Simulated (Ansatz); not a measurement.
# Cl$_{3}$FTi···Cl (doublet): what the fields show

The calculation's input:

```
crystal:
  periodic: [false, false, false]
  atoms:
    - { symbol: Ti, position_ang: [0.000565, 0.0, -0.54536] }
    - { symbol: F, position_ang: [0.000765, 0.0, 2.475089] }
    - { symbol: Cl, position_ang: [2.173752, 0.0, -0.805005] }
    - { symbol: Cl, position_ang: [-1.086033, 1.881995, -0.804907] }
    - { symbol: Cl, position_ang: [-1.086033, -1.881995, -0.804907] }
    - { symbol: Cl, position_ang: [-0.000717, 0.0, 4.07749] }
magnetization:
  spin_polarized: true
  initial_magnetization: 1
basis:
  gaussian: { orbitals: def2-SVP }
hamiltonian:
  xc: pbe
relax:
  f_tol: 0.03
  max_steps: 50
output:
  orbitals: {}
```

Run with:

```sh
ansatz run input.yaml --threads 4 --pin off --max-ram 5120MiB --backend cpu --events-out ev --progress --plain --runs-dir out
```

The fields are those of the run's last geometry, not of the input's.

Computed with Ansatz 0.2.0, UKS PBE/def2-SVP.

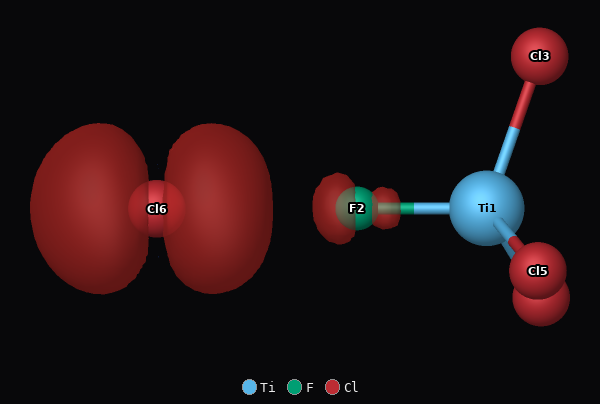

Figure 1. Isosurfaces of the spin density at +0.015 (red) and −0.015 e/Å³ (blue), seen across its widest extent.

Question: Describe the spin distribution.

Answer: The unpaired spin (1 electron) lies mostly on Cl6 (about 1.0), in electrons by Hirshfeld's partition.

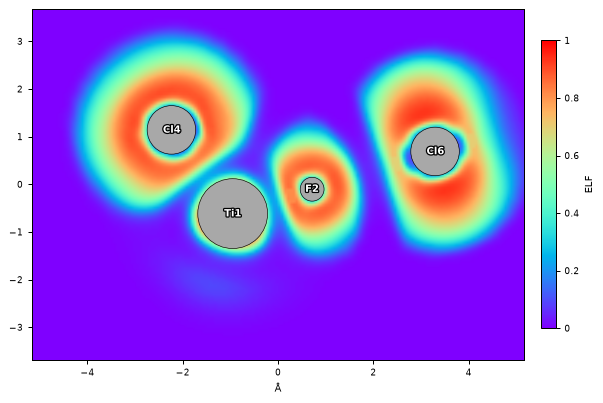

Figure 2. Electron localisation function on the plane of atoms F2, Ti1 and Cl4. Grey discs cover the atomic cores.

Question: Interpret the plot.

Answer: The plane passes through Ti, F and Cl nuclei.
Cl6···F2 (2.70 Å): the ELF dips to about 0.05 between them.
Ti–F (1.74 Å): the ELF peaks at about 0.80 in the valence shell of F, 0.5 Å from its nucleus, and drops to about 0.20 between the two atoms.
Ti–Cl (2.18 Å): the ELF peaks at about 0.80 in the valence shell of Cl, 0.8 Å from its nucleus, and is about 0.40 at the midpoint.

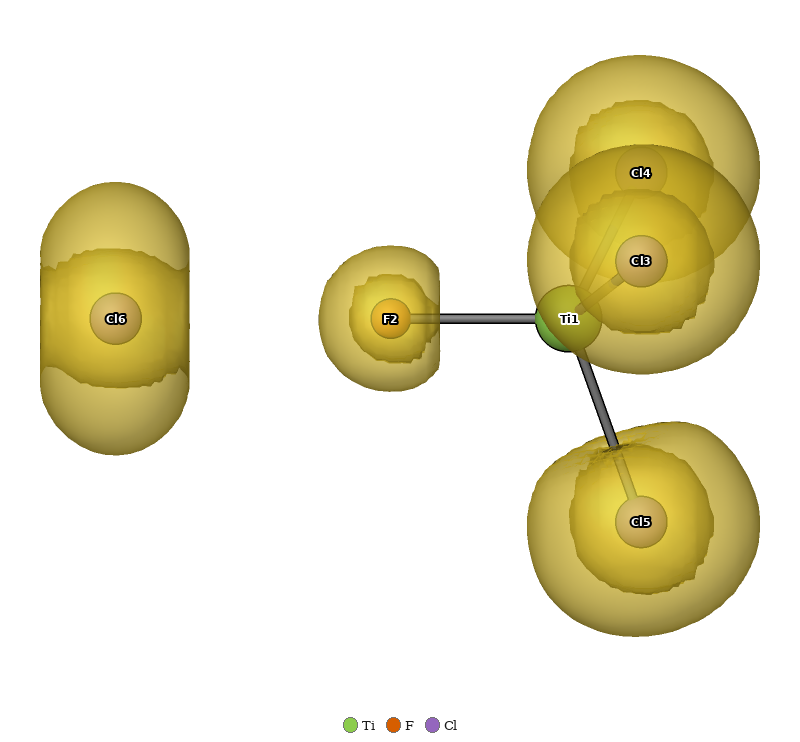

Figure 3. Isosurface of the electron localisation function at 0.8 (yellow), seen from one side. Only the valence region is drawn (cores and ρ < 0.01 e/Å³ removed).

Question: What do the ELF domains correspond to?

Answer: The ELF exceeds this value in four regions wrapped around Cl (the valence shell of each) and one region wrapped around F (its valence shell).
